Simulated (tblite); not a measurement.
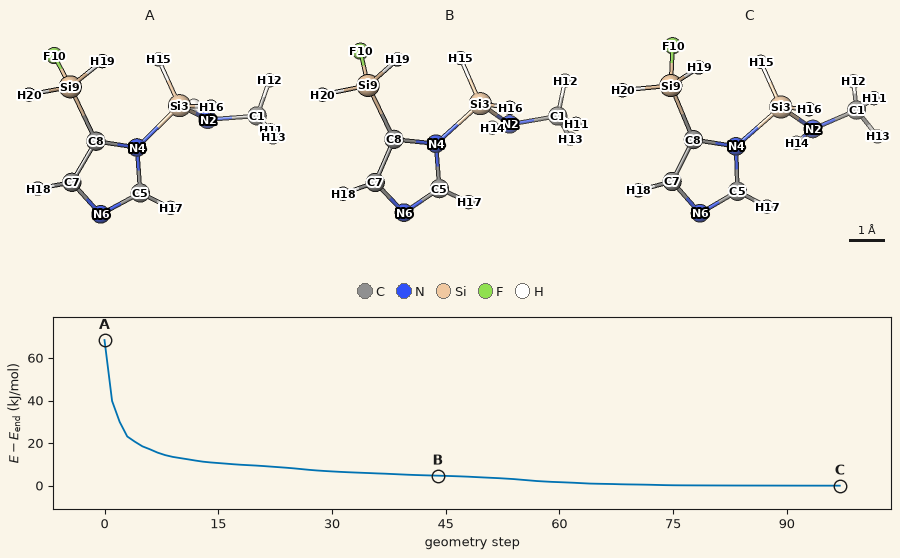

Frames of a relaxation of C4H10FN3Si2, marked on the history of the run. The picture is a ball-and-stick view, seen from a free direction.

Theory: GFN2-xTB geometry optimisation, gas phase in tblite. 

**What happens along the run?**

Over 97 geometry steps the energy falls by 68.4 kJ/mol. The atom that moves furthest after the best rigid fit is H14 (1.16 Å). Largest moves by element: H 1.16 Å, F 0.71 Å, N 0.47 Å, C 0.20 Å, Si 0.15 Å. Near-neighbour distances that change, for instance: C5–N6 1.368 → 1.301 Å, Si9–F10 1.678 → 1.617 Å, N2–Si3 1.766 → 1.712 Å, N4–C8 1.330 → 1.382 Å. Bond angles that change, for instance: C1–N2–Si3 113.5° → 122.5°, H19–Si9–H20 106.7° → 114.8°, F10–Si9–H19 110.7° → 103.5°. Groups turn about N2–Si3 by about 45°. The run took 0.81 s on 1 thread of Arm Neoverse V2, with other jobs on the host. From step 0 to 44: H14 moves most (0.69 Å), energy −63.7 kJ/mol. From step 44 to 97: H11 moves most (0.75 Å), energy −4.70 kJ/mol.
